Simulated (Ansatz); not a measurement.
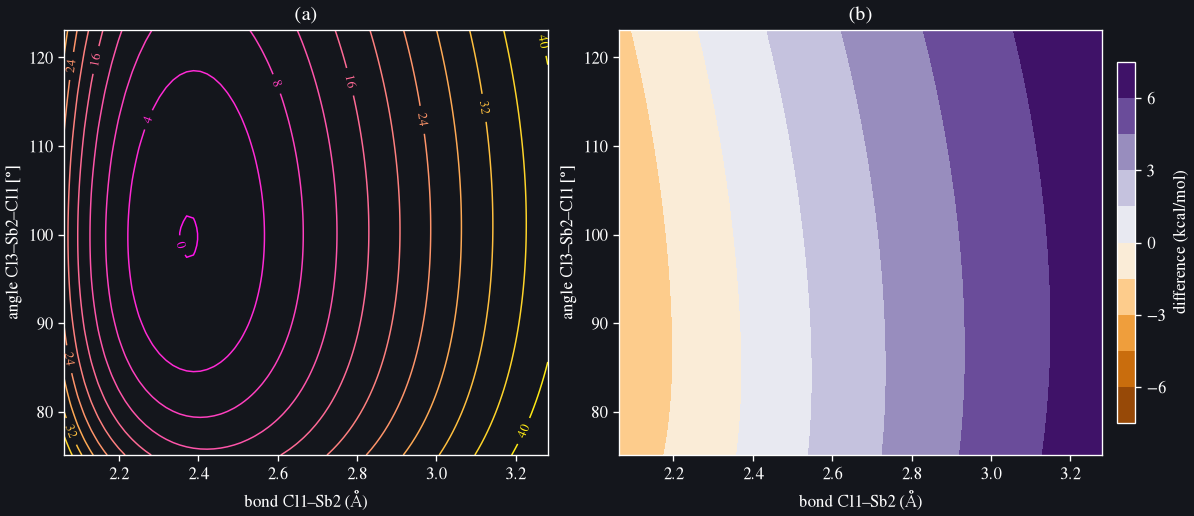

Cl2HSb, SMILES [Cl][SbH][Cl]. 
- Two internal coordinates are moved rigidly from the geometry relaxed at PBE0-D4/def2-TZVP, all others fixed.
- First axis: bond Cl1–Sb2. Second axis: angle Cl3–Sb2–Cl1.
- The grid has 7 × 7 points.
- Points are written as (first, second).
- Energies are in kcal/mol, from each map's own lowest point.
- Computed with Ansatz, RKS PBE-D4/def2-TZVPP.

Panel (a): Ansatz 0.2.0, RKS PBE-D4/def2-TZVPP. Panel (b): the map at Ansatz, RKS PBE0-D4/def2-TZVPP less the map of (a), each from its own lowest point.

### How does the change of method alter the landscape?

The difference runs from −2.6 kcal/mol at (2.062 Å, 91.1°) to 7.4 kcal/mol at (3.281 Å, 123.1°). The interpolated minimum moves from 2.3723 to 2.3414 Å in bond Cl1–Sb2 and 99.76 to 99.07° in angle Cl3–Sb2–Cl1.
